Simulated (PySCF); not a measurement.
Molecule: C₆H₁₃, SMILES C[CH]CCCC, doublet. Atoms near the plane z = 0.0 Å, at the GFN2-xTB optimised geometry (x, y, z in Å): C5 (0.1, -0.8, 0.0), C6 (-1.4, -0.8, 0.0), H11 (0.8, 1.8, 0.5), H15 (0.5, -0.2, -0.9), H16 (0.5, -1.8, -0.1), H17 (-1.8, 0.2, 0.0), H18 (-1.8, -1.3, 0.9), H19 (-1.8, -1.3, -0.9).

Computed with unrestricted CAM-B3LYP/def2-SVP (PySCF 2.14.0). Cells within 0.4 Å of a nucleus heavier than hydrogen are left out (blank, or x). The values are rescaled to run from 0 to 1.

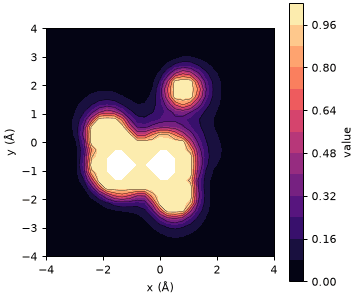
Figure. a field on the plane z = 0.0 Å.

Question: Which quantity is mapped?
(A) an orbital amplitude
(B) electrostatic potential
(C) Laplacian of the electron density
(D) log10 of the electron density

Answer: B, electrostatic potential. In full: electrostatic potential (hartree/e), clipped to [-0.08, 0.12].
